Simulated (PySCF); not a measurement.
C3H11AlFN (SMILES C[N+](C)(C)[AlH2-][F])

Input file:

```
{"job": {"kind": "uv", "xc": "B3LYP", "basis": "def2-SVPD", "nstates": 8, "ntriplets": 3}, "charge": 0, "multiplicity": 1}
C      0.166190     1.119772     1.006107
N     -0.129549     0.073644     0.040646
C     -0.784586     0.624512    -1.134875
C     -0.957691    -0.955877     0.645828
Al     1.625334    -0.844190    -0.528001
F      2.432060     0.472027    -1.137077
H     -0.747449     1.585126     1.390708
H      0.730825     0.688530     1.833257
H      0.787132     1.878280     0.530905
H     -0.142580     1.383871    -1.579695
H     -1.755009     1.067673    -0.888277
H     -0.924340    -0.172136    -1.865661
H     -0.430163    -1.378868     1.499276
H     -1.924940    -0.560487     0.972287
H     -1.116498    -1.752647    -0.079109
H      1.060136    -1.847993    -1.565997
H      2.104130    -1.369208     0.849767
```

Run with:

```sh
OMP_NUM_THREADS=1 python probes_run.py task.json out
```

Geometry: GFN2-xTB.

Computed with B3LYP/def2-SVPD, SCF density, gas phase (PySCF 2.14.0).

### Predict the electron density and electron localisation function between the atoms.

C–N (1.45 Å): ρ is about 2 e/Å³ halfway; the ELF peaks at about 0.95 between the atoms, as expected for a shared electron pair.
Al–F (1.66 Å): the density is about 0.8 e/Å³ at the midpoint; the ELF peaks at about 0.85 in the valence shell of F, 0.5 Å from its nucleus, and is about 0.25 at the midpoint.
Al–N (2.06 Å): ρ is about 0.51 e/Å³ halfway; the ELF peaks at about 0.95 in the valence shell of N, 0.8 Å from its nucleus, and is about 0.80 at the midpoint.
C–H (1.09 Å): the density is about 2 e/Å³ at the midpoint; the ELF climbs to about 1 towards the hydrogen, as it does in any bond to H (a covalent bond by its length).

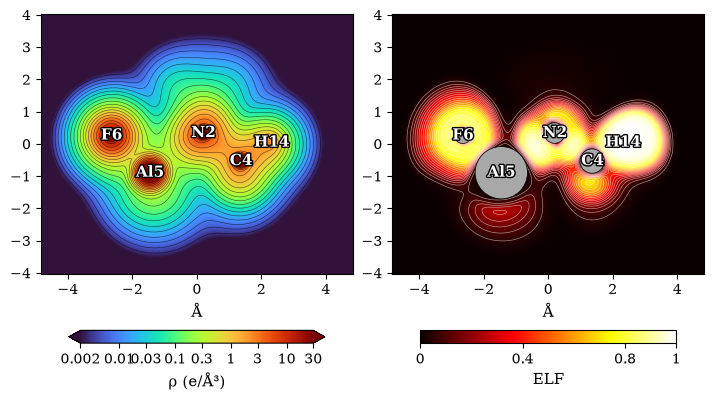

Computed electron density and electron localisation function on the plane of atoms N2, Al5 and F6, in this order. Grey discs cover the atomic cores in the ELF map. 
